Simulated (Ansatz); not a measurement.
**Al3As2N: density, localisation and related maps**

The calculation's input:

```
crystal:
  lattice:
    - [-1.862903339, 1.862903339, 7.662492038]
    - [1.862903339, -1.862903339, 7.662492038]
    - [1.862903339, 1.862903339, -7.662492038]
  atoms:
    - { symbol: "N", position: [0.0, 0.0, 0.0] }
    - { symbol: Al, position: [0.554310945, 0.054310945, 0.5] }
    - { symbol: As, position: [0.6524789543, 0.6524789543, 0.0] }
    - { symbol: Al, position: [0.25, 0.75, 0.5] }
    - { symbol: As, position: [0.3475210457, 0.3475210457, 0.0] }
    - { symbol: Al, position: [0.945689055, 0.445689055, 0.5] }
kpoints:
  mp_grid: { grid: [10, 10, 10] }
  band_path:
    path:
      - [0.0, 0.0, 0.0]
      - [0.0, 0.0, 0.5]
      - [0.25, 0.25, 0.25]
      - [0.0, 0.5, 0.0]
      - [0.5, 0.5, -0.5]
      - [0.2647768062, 0.7352231938, -0.2647768062]
      - [-0.2647768062, 0.2647768062, 0.2647768062]
      - [-0.0295536125, 0.0295536125, 0.5]
      - [0.5, 0.5, -0.0295536125]
    npoints: 1
hamiltonian:
  xc: pbe
scf:
  occupations: { method: fermi_dirac, width: 0.02 }
  n_extra_bands: 10
magnetization:
  noncollinear: true
  spin_orbit: true
output:
  forces: true
  stress: true
  eigenvalues: true
  write_density: true
  write_potential: true
  elf: true
  volumetric_format: npy
```

Command:

```sh
ansatz run input.yaml --threads 4 --pin off --max-ram 6451MiB --backend cpu --events-out ev --progress --plain --runs-dir out
```

Below, planes, directions and counts refer to the conventional cell (a = 3.73 Å, b = 3.73 Å, c = 15.32 Å, α = 90.00°, β = 90.00°, γ = 90.00°).

Space group I-4m2; started from the ordered alloy on zincblende lattice prototype, which need not be the ambient phase; computed pressure about 2 GPa in this cell.

Theory: Ansatz 0.2.0, DFT, PBE with spin-orbit coupling, plane waves, PAW.

The density is the valence pseudo-density of a PAW calculation; it isn't the true density close to the nuclei.

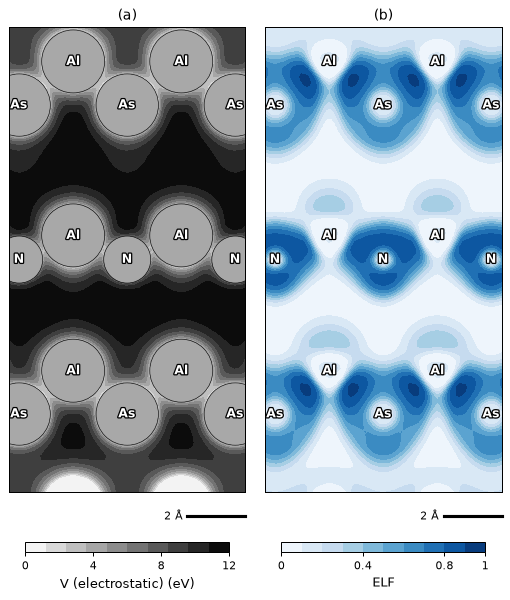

Figure 1. (a) electrostatic potential energy of an electron; (b) electron localisation function on the (100) plane of the conventional cell. Grey discs cover the atomic cores in the potential map.

What do the fields say about this system?

Answer. The plane passes through N, Al and As nuclei. Al–N (2.04 Å): the ELF peaks at about 0.85 in the valence shell of N, 0.8 Å from its nucleus, and is about 0.85 at the midpoint. Al–As (2.39 Å): the ELF peaks at about 0.90 between the atoms: localised, covalent bonding. Outside the cores the potential energy rises away from the atoms and is highest about 2.3 Å from the nearest atoms; its zero is arbitrary.

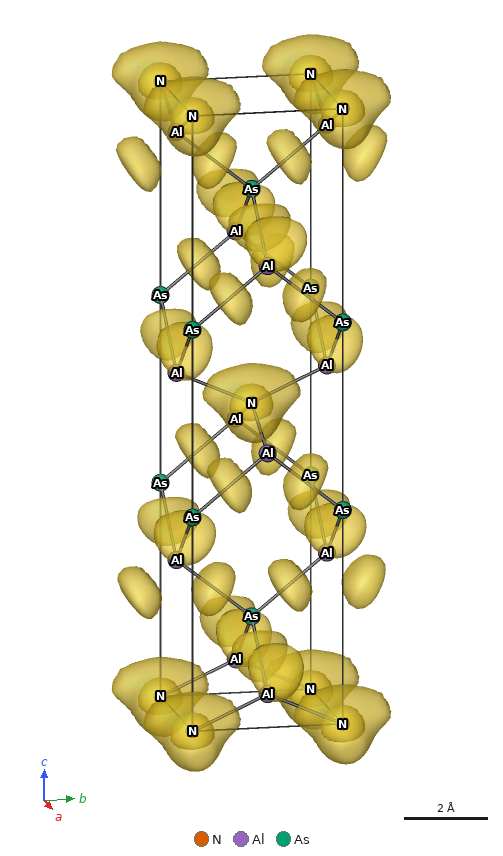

Figure 2. Isosurface of the electron localisation function at 0.75 (yellow), seen slightly off an axis. Core shells and regions of very low density are left out. Sticks mark near contacts.

Identify the bonds, lone pairs and shells in this picture.

Answer. At this value the surface marks out 16 regions between bonded Al–As atoms (shared pairs) and two regions on N in which the atom's valence shell and bonds are merged, counted in one cell of 12 atoms. Regions shared between cells count once.
